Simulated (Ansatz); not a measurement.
BN (zinc blende)

```
BN
1.0
    0.00000     1.80487     1.80487
    1.80487     0.00000     1.80487
    1.80487     1.80487     0.00000
N B
1 1
Cartesian
  2.70730   2.70730   2.70730
  0.00000   0.00000   0.00000
```

Equation-of-state scan: isotropic scaling of the cell above, V₀ being its volume. Symmetry pins the atoms to their sites.

Method: r2SCAN (plane waves to 500 eV, PAW, scalar-relativistic; Ansatz, a quantum-chemistry and plane-wave program). k mesh 16×16×16 (Γ-centred), Fermi-Dirac smearing 0.05 eV. E stands for the smeared free energy. BN was relaxed with its symmetry unable to fall. The zero of ΔE is the relaxed starting cell.

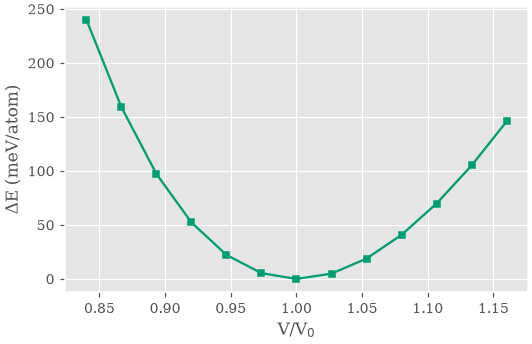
Figure: ΔE (meV/atom) against V/V₀; markers are the computed points, lines only join them.

Problem. What is ΔE at V/V₀ = 0.840?

Solution. About 240 meV/atom.

Problem. What is ΔE at V/V₀ = 1.160?

Solution. About 150 meV/atom.

Problem. What bulk modulus B₀ follows from a third-order Birch-Murnaghan fit?

Solution. About 390 GPa.

(A scan under strain: stresses follow from slopes of the energy per volume, elastic moduli from its curvatures.)
